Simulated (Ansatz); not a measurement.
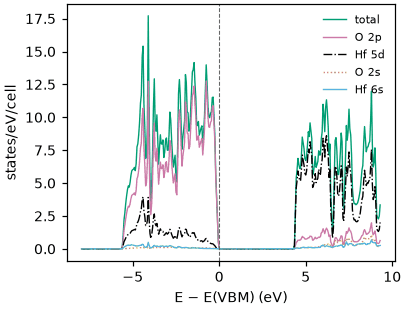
Fig. 1. Total and projected density of states of HfO₂ in space group Pca2_1 (No. 29; Hf on 4a, O on 4a, O on 4a), DFT-PBEsol in the program Ansatz with PAW potentials

Question: Which orbitals carry the states next to the gap?

Answer: Top 1 eV of the valence band: O 2p 93 %. Bottom 1 eV of the conduction band: Hf 5d 85 %, O 2p 10 %. Projections are on Löwdin-orthogonalised atomic valence shells; empty p or d shells of many metals are not among them.

Question: Where is the tallest occupied peak in this window, and what makes it?

Answer: Near -4.1 eV, about 18 states/eV per cell; the largest projected share is O 2p.

The PBEsol relaxation kept the symmetry of its start. The run is not spin-polarised. Spin–orbit coupling is left out wherever it is not named.

Potentials: the earlier of the program's two PAW sets. The files were generated under PBE; for other functionals the program regenerates the frozen cores, and for LDA and PBEsol the local potential too.
